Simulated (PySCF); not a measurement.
Consider C4H7NO4Si.

```yaml
atoms:
  - { symbol: N, position_ang: [-2.1756, 1.1043, -1.5121] }
  - { symbol: C, position_ang: [-2.3795, -0.2231, -1.3841] }
  - { symbol: O, position_ang: [-3.4500, -0.7469, -1.6127] }
  - { symbol: Si, position_ang: [-0.8668, -1.2424, -0.7853] }
  - { symbol: C, position_ang: [-0.0562, -0.8953, 0.9131] }
  - { symbol: C, position_ang: [1.1182, -0.4154, 0.0669] }
  - { symbol: O, position_ang: [1.4383, 0.9401, 0.3259] }
  - { symbol: C, position_ang: [2.7142, 1.3077, 0.2820] }
  - { symbol: O, position_ang: [3.6625, 0.6105, 0.0990] }
  - { symbol: O, position_ang: [0.5781, -0.5223, -1.2311] }
  - { symbol: H, position_ang: [-2.9179, 1.6894, -1.8663] }
  - { symbol: H, position_ang: [-1.2564, 1.4979, -1.4058] }
  - { symbol: H, position_ang: [-0.9224, -2.6473, -1.1623] }
  - { symbol: H, position_ang: [0.1833, -1.7320, 1.5581] }
  - { symbol: H, position_ang: [-0.4664, -0.0868, 1.5103] }
  - { symbol: H, position_ang: [2.0267, -1.0209, 0.1384] }
  - { symbol: H, position_ang: [2.7628, 2.3945, 0.4680] }
```

Geometry: GFN2-xTB.

All numbers below come from PySCF 2.14.0, PBE0/pcSseg-1, SCF density, gas phase, non-relativistic.

Predict the electron density and electron localisation function between the atoms.

Answer. C–O (1.21 Å): ρ is about 3.2 e/Å³ halfway; the ELF peaks at about 0.85 between the atoms: a multiple bond.
C–N (1.35 Å): ρ at the midpoint is about 2.4 e/Å³; the ELF peaks at about 0.90 between the atoms (localised, covalent bonding).
C–Si (1.92 Å): ρ at the midpoint is about 0.94 e/Å³; the ELF peaks at about 1 between the atoms; a shared electron pair.
N–H (1.01 Å): the density is about 2.9 e/Å³ at the midpoint; the ELF climbs to about 1 towards the hydrogen, as it does in any bond to H; an ordinary covalent bond to hydrogen.

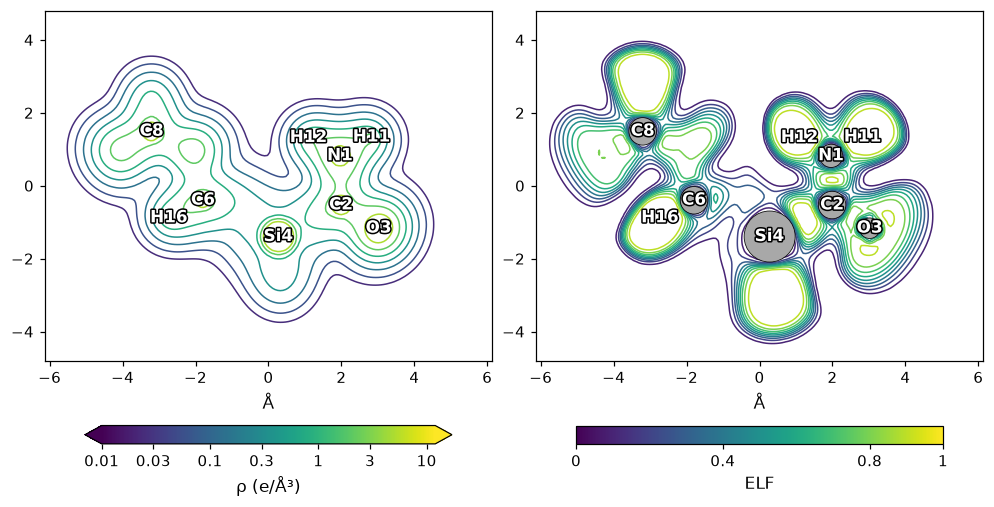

Computed electron density and electron localisation function on the plane of atoms C2, N1 and H11, in this order. Grey discs cover the atomic cores in the ELF map. 
